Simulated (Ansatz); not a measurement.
## C2H8O2Si: a changed input and its effect

System: C2H8O2Si.
Method of run A: RKS r2SCAN-D4/def2-TZVPP (Ansatz 0.2.0).

The geometry comes from this level: PBE0-D4/def2-TZVP. Text and figures count atoms from 1; the logs count them from 0 in places.

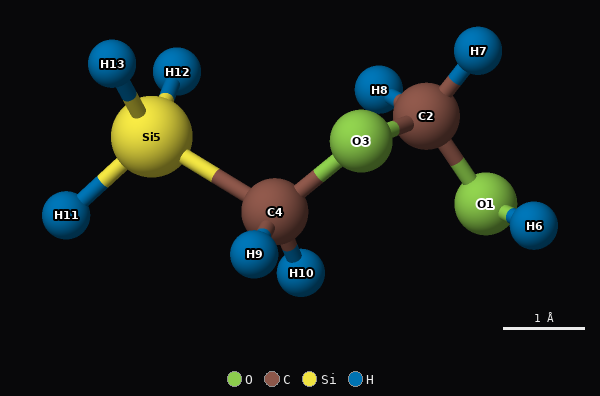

Fig. 1: The structure (ball-and-stick view, seen at a tilt; atoms are numbered from 1 in the order of the input). Bond lengths as drawn: C–H 1.09 to 1.10 Å, C–O 1.39 to 1.43 Å, C–Si 1.90 Å, H–O 0.96 Å and H–Si 1.49 Å.

### Input file, run A
```yaml
crystal:
  periodic: [false, false, false]
  atoms:
    - {symbol: O, position_ang: [-1.586188, 0.831145, 1.584277]}
    - {symbol: C, position_ang: [-0.602269, -0.151787, 1.456053]}
    - {symbol: O, position_ang: [0.576891, 0.324552, 0.885923]}
    - {symbol: C, position_ang: [0.443282, 0.685446, -0.486731]}
    - {symbol: Si, position_ang: [0.723632, -0.789359, -1.644500]}
    - {symbol: H, position_ang: [-1.256834, 1.504545, 2.187231]}
    - {symbol: H, position_ang: [-0.305499, -0.561988, 2.426625]}
    - {symbol: H, position_ang: [-1.057123, -0.938156, 0.842693]}
    - {symbol: H, position_ang: [1.207174, 1.441591, -0.689219]}
    - {symbol: H, position_ang: [-0.525678, 1.164511, -0.667190]}
    - {symbol: H, position_ang: [0.535091, -0.348583, -3.053575]}
    - {symbol: H, position_ang: [-0.236707, -1.887469, -1.354300]}
    - {symbol: H, position_ang: [2.104727, -1.309047, -1.472490]}
basis:
  gaussian: {orbitals: def2-TZVPP}
hamiltonian: {xc: r2scan, dispersion: d4}
output: {forces: true, orbitals: {seedname: orbitals}}
```

Launched with:
```bash
ansatz run in.yaml --threads 4 --pin off --events-out ev --progress --plain --max-ram 10444MiB
```

Hardware: 4 threads of Arm Neoverse V1, 23 GiB of memory available, shared host.

### Output (run A)
```
Functional definition: r2SCAN
  parameter k0 = 0.174
  parameter k1 = 0.065
  parameter a1 = 4.9479
  exchange = r2scan_x(k0 = k0, k1 = k1, a1 = a1)
  correlation = r2scan_c
1422 factors; their error is unknown
mean field evaluation 1: about -14166.0051 eV, gradient 6.5e1 eV
mean field evaluation 2: about -14154.9422 eV, gradient 9.8e1 eV
mean field evaluation 4: about -14174.1399 eV, gradient 6.5e0 eV
mean field evaluation 8: about -14174.2139 eV, gradient 2.4e-1 eV
mean field evaluation 16: about -14174.1746 eV, gradient 5.4e-4 eV
mean field -14174.17455789 eV, -520.8913074019 hartree, gradient 4.0e-5 eV, S^2 0.000000; 0 other end points of the search recorded, 0 dependent functions left out
the calculation of the forces begins
reference -14174.17457160 eV, -520.8913079056 hartree; 25, 25 occupied and 253, 253 virtual orbitals, 1422 factors
Total energy: -14174.23674470 eV, -520.8935927249 hartree
Atom 0 at    -1.586188     0.831145     1.584277 Å, force    -0.280510     0.197134    -0.020906 eV/Å
Atom 1 at    -0.602269    -0.151787     1.456053 Å, force    -0.046415    -0.344477     0.116504 eV/Å
Atom 2 at     0.576891     0.324552     0.885923 Å, force     0.340017     0.022027     0.238433 eV/Å
Atom 3 at     0.443282     0.685446    -0.486731 Å, force    -0.041004     0.091490    -0.360507 eV/Å
Atom 4 at     0.723632    -0.789359    -1.644500 Å, force     0.008174    -0.054102    -0.040249 eV/Å
Atom 5 at    -1.256834     1.504545     2.187231 Å, force     0.031563     0.030428     0.037257 eV/Å
Atom 6 at    -0.305499    -0.561988     2.426625 Å, force     0.019047     0.004345     0.004262 eV/Å
Atom 7 at    -1.057123    -0.938156     0.842693 Å, force    -0.017410     0.006532    -0.011445 eV/Å
Atom 8 at     1.207174     1.441591    -0.689219 Å, force    -0.010434     0.006686     0.012628 eV/Å
Atom 9 at    -0.525678     1.164511    -0.667190 Å, force    -0.003025     0.017075     0.008633 eV/Å
Atom 10 at     0.535091    -0.348583    -3.053575 Å, force     0.005043    -0.011526     0.024863 eV/Å
Atom 11 at    -0.236707    -1.887469    -1.354300 Å, force     0.025128     0.022703    -0.008923 eV/Å
Atom 12 at     2.104727    -1.309047    -1.472490 Å, force    -0.030173     0.011685    -0.000550 eV/Å
Dipole moment:     0.031598     0.137186     0.110410 e Å
```

The input of run B differs as follows (lines with − go, lines with + come):
```diff
-hamiltonian: {xc: r2scan, dispersion: d4}
+hamiltonian: {xc: pbe, dispersion: d4}
```

Predict how the results change.

The total energies belong to different models, so their difference says nothing on which is more stable or more accurate. The largest force goes from 0.416 to 0.713 eV/Å. The HOMO goes from −6.30 to −6.01 eV. The LUMO goes from 0.41 to −0.09 eV. The dipole moment goes from 0.86 to 0.89 D. On the same kind of shared host run B took about 0.5 times as long.

### Output (run B)
```
Functional definition: PBE
  parameter kappa = 0.804
  parameter beta = 0.06672455060314922
  exchange = pbe_x(kappa = kappa, mu = beta*pi^2/3)
  correlation = pbe_c(beta = beta)
1422 factors; their error is unknown
mean field evaluation 1: about -14156.4831 eV, gradient 7.1e1 eV
mean field evaluation 2: about -14132.2401 eV, gradient 1.3e2 eV
mean field evaluation 4: about -14166.5773 eV, gradient 1.2e1 eV
mean field evaluation 8: about -14166.8065 eV, gradient 2.8e-1 eV
mean field evaluation 16: about -14166.7689 eV, gradient 4.8e-4 eV
mean field -14166.76887957 eV, -520.6191537434 hartree, gradient 2.6e-5 eV, S^2 0.000000; 0 other end points of the search recorded, 0 dependent functions left out
the calculation of the forces begins
reference -14166.76892645 eV, -520.6191554662 hartree; 25, 25 occupied and 253, 253 virtual orbitals, 1422 factors
Total energy: -14167.01012673 eV, -520.6280194129 hartree
Atom 0 at    -1.586188     0.831145     1.584277 Å, force    -0.665052     0.081255    -0.244023 eV/Å
Atom 1 at    -0.602269    -0.151787     1.456053 Å, force    -0.047037    -0.280744     0.127374 eV/Å
Atom 2 at     0.576891     0.324552     0.885923 Å, force     0.618525     0.040248     0.275559 eV/Å
Atom 3 at     0.443282     0.685446    -0.486731 Å, force    -0.016281     0.031713    -0.285116 eV/Å
Atom 4 at     0.723632    -0.789359    -1.644500 Å, force     0.004818    -0.033034    -0.047081 eV/Å
Atom 5 at    -1.256834     1.504545     2.187231 Å, force     0.160888     0.328592     0.307805 eV/Å
Atom 6 at    -0.305499    -0.561988     2.426625 Å, force     0.097797    -0.115163     0.218368 eV/Å
Atom 7 at    -1.057123    -0.938156     0.842693 Å, force    -0.129924    -0.192928    -0.135340 eV/Å
Atom 8 at     1.207174     1.441591    -0.689219 Å, force     0.149964     0.159654    -0.049080 eV/Å
Atom 9 at    -0.525678     1.164511    -0.667190 Å, force    -0.198519     0.116602    -0.058974 eV/Å
Atom 10 at     0.535091    -0.348583    -3.053575 Å, force    -0.019132     0.033734    -0.153556 eV/Å
Atom 11 at    -0.236707    -1.887469    -1.354300 Å, force    -0.095107    -0.113933     0.027146 eV/Å
Atom 12 at     2.104727    -1.309047    -1.472490 Å, force     0.139059    -0.055997     0.016918 eV/Å
Dipole moment:     0.030313     0.142227     0.116241 e Å
```

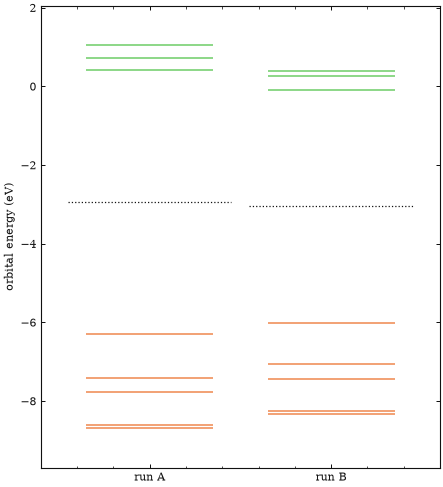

Fig. 2: The five highest filled and three lowest empty orbital energies of the two runs; the dotted lines part filled from empty levels. The HOMO–LUMO gap is 6.70 eV in run A and 5.93 eV in run B.

### The two runs side by side

| quantity | run A | run B |
| --- | --- | --- |
| outcome | converged | converged |
| total energy (hartree) | −520.893593 | −520.628019 |
| HOMO (eV) | −6.30 | −6.01 |
| LUMO (eV) | 0.41 | −0.09 |
| dipole moment (D) | 0.86 | 0.89 |
| largest force (eV/Å) | 0.416 | 0.713 |
| basis functions | 278 | 278 |
| wall time (shared host) | 6.5 s | 3.3 s |
